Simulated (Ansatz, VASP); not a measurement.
# Hg2Ge in two plane-wave programs, part 2 of 2

Aim: how closely do two programs agree when they are given the same cell, functional and k mesh? The cell is generated by rule, not measured, and may not be a known phase. The cell is taken from a series of VASP runs on this material, whose earlier steps may have relaxed, scaled or displaced it; both programs get it as it stands. Valence electrons are named where the data sets of a main pair hold unlike numbers.

VASP 6.6.1 and Ansatz 0.2.0.

So far: The starting structure; Ansatz: band structure, LDA, spin-orbit coupling.

**3. VASP: band structure, LDA, spin-orbit coupling**

Level of this step: LDA, spin-orbit coupling; plane waves and PAW (Ge_d, Hg); invented cell (VASP).

The same cell, functional (in two slightly different forms), mesh and smearing now go to VASP, with its own data sets.

Lines of VASP's logs that name or quote its potential files are left out, and so is its time.

INCAR

```
SYSTEM = Hg2Ge
PREC = Accurate
ENCUT = 410
EDIFF = 1E-06
NELM = 100
ISMEAR = 0
SIGMA = 0.02
LREAL = .FALSE.
ALGO = Normal
GGA = CA
LNONCOLLINEAR = .TRUE.
MAGMOM = 0 0 0 0 0 0 0 0 0
NBANDS = 50
GGA_COMPAT = .FALSE.
LASPH = .TRUE.
LSORBIT = .TRUE.
LORBIT = 11
LWAVE = .FALSE.
LCHARG = .FALSE.
KPAR = 4
ISIF = 2
```

POSCAR

```
Hg2Ge
1.0
    0.0000000000      3.0328200000      3.0328200000
    3.0328200000      0.0000000000      3.0328200000
    3.0328200000      3.0328200000      0.0000000000
Ge Hg
1 2
Direct
    0.0000000000      0.0000000000      0.0000000000
    0.2500000000      0.2500000000      0.2500000000
    0.7500000000      0.7500000000      0.7500000000
```

KPOINTS

```
Automatic mesh
0
Gamma
8 8 8
0 0 0
```

KPOINTS_OPT

```
Line mode
16
Line-mode
Reciprocal
  0.00000000   0.00000000   0.00000000 GAMMA
  0.50000000   0.00000000   0.50000000 X

  0.50000000   0.00000000   0.50000000 X
  0.50000000   0.25000000   0.75000000 W

  0.50000000   0.25000000   0.75000000 W
  0.37500000   0.37500000   0.75000000 K

  0.37500000   0.37500000   0.75000000 K
  0.00000000   0.00000000   0.00000000 GAMMA

  0.00000000   0.00000000   0.00000000 GAMMA
  0.50000000   0.50000000   0.50000000 L

  0.50000000   0.50000000   0.50000000 L
  0.62500000   0.25000000   0.62500000 U

  0.62500000   0.25000000   0.62500000 U
  0.50000000   0.25000000   0.75000000 W

  0.50000000   0.25000000   0.75000000 W
  0.50000000   0.50000000   0.50000000 L

  0.50000000   0.50000000   0.50000000 L
  0.37500000   0.37500000   0.75000000 K

  0.62500000   0.25000000   0.62500000 U
  0.50000000   0.00000000   0.50000000 X
```

Potentials, in the order of the species: Ge_d and Hg (LDA family, release 64).

The run is started by

```console
> mpirun -np 4 vasp_ncl
```

Numbers of over 12 decimals in the logs are rounded to 6 here.

Log:

```text
[banner, memory and clock lines left out]
running    4 mpi-ranks, on    1 nodes
 distrk:  each k-point on    1 cores,    4 groups
 distr:  one band on    1 cores,    1 groups

 POSCAR found type information on POSCAR GeHg
 POSCAR found :  2 types and       3 ions
 LDA part: xc-table for (Slater(with rela. corr.)+CA(PZ))
 , standard interpolation
 POSCAR, INCAR and KPOINTS ok, starting setup
 FFT: planning ... GRIDC
 FFT: planning ... GRID_SOFT
 FFT: planning ... GRID
 WAVECAR not read
 entering main loop
       N       E                     dE             d eps       ncg     rms          rms(c)
DAV:   1     0.389014203768E+03    0.38901E+03   -0.15778E+04  3798   0.288E+03
DAV:   2     0.453438472698E+02   -0.34367E+03   -0.32665E+03  2900   0.780E+02
DAV:   3    -0.463321760863E+01   -0.49977E+02   -0.48962E+02  3202   0.180E+02
DAV:   4    -0.703070400119E+01   -0.23975E+01   -0.23900E+01  3262   0.442E+01
DAV:   5    -0.707096320776E+01   -0.40259E-01   -0.40249E-01  3200   0.588E+00    0.164E+01
DAV:   6    -0.655753880060E+01    0.51342E+00   -0.10080E+00  3352   0.124E+01    0.112E+01
DAV:   7    -0.651307341799E+01    0.44465E-01   -0.23883E-01  3094   0.350E+00    0.375E+00
DAV:   8    -0.650647170994E+01    0.66017E-02   -0.41256E-02  3242   0.260E+00    0.973E-01
DAV:   9    -0.650627954397E+01    0.19217E-03   -0.11705E-03  3148   0.358E-01    0.167E-01
DAV:  10    -0.650615287040E+01    0.12667E-03   -0.81155E-04  3532   0.409E-01    0.764E-02
DAV:  11    -0.650611916309E+01    0.33707E-04   -0.76630E-05  3274   0.114E-01    0.195E-02
DAV:  12    -0.650611948613E+01   -0.32303E-06   -0.60545E-05  3636   0.890E-02    0.130E-02
DAV:  13    -0.650611651947E+01    0.29667E-05   -0.84426E-06  3110   0.386E-02    0.370E-03
DAV:  14    -0.650611634789E+01    0.17158E-06   -0.85985E-07  2078   0.755E-03
   1 F= -.65061163E+01 E0= -.65060102E+01  d E =-.212254E-03  mag=     0.0000     0.0000     0.0000
 Start KPOINTS_OPT (optional k-point list driver)
k-point batch [1-29\160]
       N       E                     dE             ncg
DAV:   1     0.444419618941E+04   -0.18250E+05     3818
DAV:   2    -0.547147340097E+04   -0.99157E+04     2900
DAV:   3    -0.688832751849E+04   -0.14169E+04     3220
DAV:   4    -0.695397386162E+04   -0.65646E+02     3250
DAV:   5    -0.695507986644E+04   -0.11060E+01     3300
DAV:   6    -0.695510310372E+04   -0.23237E-01     3310
DAV:   7    -0.695510388951E+04   -0.78579E-03     3292
DAV:   8    -0.695510392628E+04   -0.36773E-04     3314
DAV:   9    -0.695510392801E+04   -0.17352E-05     2368
DAV:  10    -0.695510392813E+04   -0.11547E-06     1996
[...]
k-point batch [146-160\160]
       N       E                     dE             ncg
DAV:   1     0.167107522252E+05   -0.14216E+05     1922
DAV:   2     0.115100969386E+05   -0.52007E+04     1508
DAV:   3     0.107754592962E+05   -0.73464E+03     1656
DAV:   4     0.107430577382E+05   -0.32402E+02     1744
DAV:   5     0.107425268241E+05   -0.53091E+00     1674
DAV:   6     0.107425164790E+05   -0.10345E-01     1714
DAV:   7     0.107425161454E+05   -0.33363E-03     1660
DAV:   8     0.107425161307E+05   -0.14645E-04     1712
DAV:   9     0.107425161300E+05   -0.70499E-06     1194
```

From OUTCAR (step 3):

```text
ion  position               nearest neighbor table
   1  0.000  0.000  0.000-   3 2.63   3 2.63   3 2.63   2 2.63   2 2.63   2 2.63   3 2.63   2 2.63

  LATTYP: Found a face centered cubic cell.
 ALAT       =     6.0656400000

 Subroutine GETGRP returns: Found 48 space group operations
 (whereof 48 operations were pure point group operations)

The static configuration has the point symmetry O_h .

 Found     29 irreducible k-points:

   k-points           NKPTS =     29   k-points in BZ     NKDIM =     29   number of bands    NBANDS=     50

   dimension x,y,z NGX =    28 NGY =   28 NGZ =   28
   dimension x,y,z NGXF=    56 NGYF=   56 NGZF=   56

   ENCUT  =  410.0 eV  30.13 Ry    5.49 a.u.   7.08  7.08  7.08*2*pi/ulx,y,z

   NELECT =      38.0000    total number of electrons

 k-points in reciprocal lattice and weights: Automatic mesh
   0.00000000  0.00000000  0.00000000       0.002
   0.12500000  0.00000000  0.00000000       0.016
   0.25000000  0.00000000  0.00000000       0.016
   0.37500000  0.00000000  0.00000000       0.016
   0.50000000  0.00000000  0.00000000       0.008
   0.12500000  0.12500000  0.00000000       0.012
   0.25000000  0.12500000  0.00000000       0.047
   0.37500000  0.12500000  0.00000000       0.047
   0.50000000  0.12500000  0.00000000       0.047
[...]
-0.37500000  0.50000000  0.12500000       0.023
  -0.25000000  0.50000000  0.25000000       0.012

 average (electrostatic) potential at core
       1 -74.8863       2 -39.0579       3 -39.0579

 E-fermi :   5.8399

 k-point     1 :       0.0000    0.0000    0.0000
  band No.  band energies     occupation
    ...
     30      -0.6463      1.00000
     31      -0.6463      1.00000
     32      -0.6463      1.00000
     33       5.1989      1.00000
     34       5.1989      1.00000
     35       6.4591      0.00000
     36       6.4591      0.00000
     37       7.3014      0.00000
     38       7.3014      0.00000
     39       7.6829      0.00000
    ...

 k-point     2 :       0.1250    0.0000    0.0000
  band No.  band energies     occupation
    ...
     32      -0.7614      1.00000
     33       4.3702      1.00000
     34       4.3702      1.00000
     35       5.4799      1.00000
     36       5.4799      1.00000
     37       6.6327      0.00000
     38       6.6327      0.00000
     39       7.0622      0.00000
     40       7.0622      0.00000
     41       7.9820      0.00000
    ...

 k-point     3 :       0.2500    0.0000    0.0000
  band No.  band energies     occupation
    ...
     32      -1.0140      1.00000
     33       2.0516      1.00000
     34       2.0516      1.00000
     35       5.0784      1.00000
     36       5.0784      1.00000
     37       6.1871      0.00000
     38       6.1871      0.00000
     39       6.4602      0.00000
     40       6.4602      0.00000
     41       8.6400      0.00000
    ...

  Total        7.8547159      7.8547159      7.8547159      0.0000000     -0.0000000      0.0000000
  in kB      225.5647130    225.5647130    225.5647130      0.0000000     -0.0000000      0.0000000
  external PRESSURE =     225.5647130 kB  Pullay stress =       0.0000000 kB

  energy-cutoff  :      410.00
  volume of cell :       55.79
      direct lattice vectors                 reciprocal lattice vectors
     0.000000000  3.032820000  3.032820000    -0.164863065  0.164863065  0.164863065
     3.032820000  0.000000000  3.032820000     0.164863065 -0.164863065  0.164863065
     3.032820000  3.032820000  0.000000000     0.164863065  0.164863065 -0.164863065

 POSITION                                       TOTAL-FORCE (eV/Angst)
 -----------------------------------------------------------------------------------
      0.00000      0.00000      0.00000        -0.000000      0.000000      0.000000
      1.51641      1.51641      1.51641         0.000000      0.000000      0.000000
      4.54923      4.54923      4.54923        -0.000000     -0.000000     -0.000000
 -----------------------------------------------------------------------------------
    total drift:                                0.000000      0.000000      0.000000

  FREE ENERGIE OF THE ION-ELECTRON SYSTEM (eV)
  ---------------------------------------------------
  free  energy   TOTEN  =        -6.5061163479 eV

  energy  without entropy=       -6.5059040936  energy(sigma->0) =       -6.50601022

 Spin-Orbit-Coupling matrix elements
 Ion:    1  E_soc:     -0.0170176
 Ion:    2  E_soc:     -0.6565034
 Ion:    3  E_soc:     -0.6565034

 total charge
# of ion       s       p       d       tot
------------------------------------------
    1        1.205   1.202  10.080  12.487
    2        0.875   0.536   9.324  10.735
    3        0.875   0.536   9.324  10.735
--------------------------------------------------
tot          2.954   2.274  28.728  33.957

 magnetization (x)
# of ion       s       p       d       tot
------------------------------------------
    1       -0.000  -0.000   0.000  -0.000
    2       -0.000  -0.000  -0.000  -0.000
    3       -0.000   0.000   0.000   0.000
--------------------------------------------------
tot         -0.000  -0.000   0.000  -0.000

 magnetization (y)
# of ion       s       p       d       tot
------------------------------------------
    1        0.000  -0.000   0.000  -0.000
    2        0.000   0.000   0.000   0.000
    3        0.000   0.000   0.000   0.000
--------------------------------------------------
tot          0.000  -0.000   0.000   0.000

 magnetization (z)
# of ion       s       p       d       tot
------------------------------------------
    1       -0.000  -0.000   0.000  -0.000
    2        0.000   0.000  -0.000   0.000
    3        0.000  -0.000   0.000   0.000
--------------------------------------------------
tot         -0.000  -0.000   0.000   0.000

[... 3 further parts left out ...]
```

The run ends at a pressure of 22.56 GPa.

**4. Side by side**

Known differences besides the potentials themselves: spin-orbit coupling enters by fully relativistic files in Ansatz and inside the spheres in VASP; the two LDA forms differ slightly; the data sets hold 54 valence electrons in Ansatz (on its fully relativistic PAW (standard-fr) files) and 38 in VASP; the cutoff is 420 eV in Ansatz and 410 eV in VASP; VASP's log shows a relativistic correction to its local exchange, Ansatz's none. Total energies have different zeros and are not compared.

Compared:

| quantity | Ansatz | VASP | difference |
| --- | --- | --- | --- |
| pressure (GPa) | 20.77 | 22.56 | -1.78 |

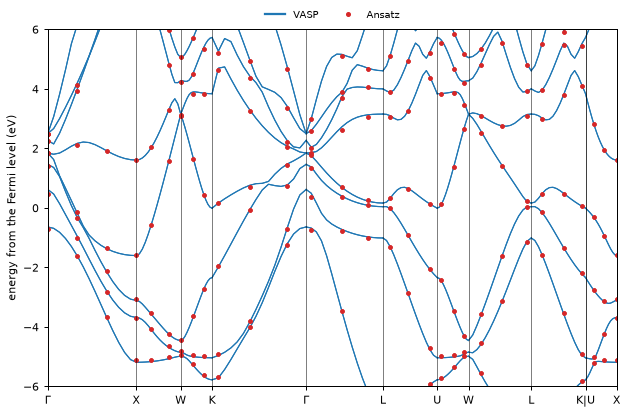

Bands from VASP (lines) and levels from Ansatz (dots). Dots without a line are higher empty bands that the VASP plot leaves out.

Levels from 3 eV below to 2 eV above the Fermi level differ by 33 meV r.m.s. and 146 meV at most; each VASP level is matched to the nearest of Ansatz, which flatters the figure a little.

**5. Further runs**

Further runs change the set-up of one program: Ansatz's method, potentials or start, or VASP's data sets, cutoff or form of LDA. The table gives that difference for each run.

| run | pressure (GPa) |
| --- | --- |
| as above | -1.8 |
| cores kept as stored | -1.7 |
| Ansatz's larger PAW set (cutoff 1000 eV) | -1.8 |

**6. Outcome**

```json
{
  "difference in pressure (band structure, LDA, spin-orbit coupling)": "-1.8 GPa"
}
```

What this shows: The difference in pressure is -1.8 GPa (band structure, LDA, spin-orbit coupling), beyond the 1 GPa picked in this series as the mark of a large difference. The data sets hold unlike numbers of valence electrons (54 in Ansatz and 38 in VASP), so part of the differences comes from the potentials. For band structure, LDA, spin-orbit coupling, no further run moves any of the tabulated differences by more than a quarter of its size. 2 further runs of this series are not shown here. How closely two codes agree says nothing of how well the functional describes the real material.

[Lines on the potential files, build, host, timing and source positions are cut from VASP's logs without a mark.]

[Logs are printed without paths, hosts, clocks, repeated set-up lines and the standing remarks that a program may print on its own settings, such as how far it seeks lower states.]

[Hosts, paths, dates, database ids (printed as entryN), source tags and the programs' standing remarks are cut or masked in the printed files.]
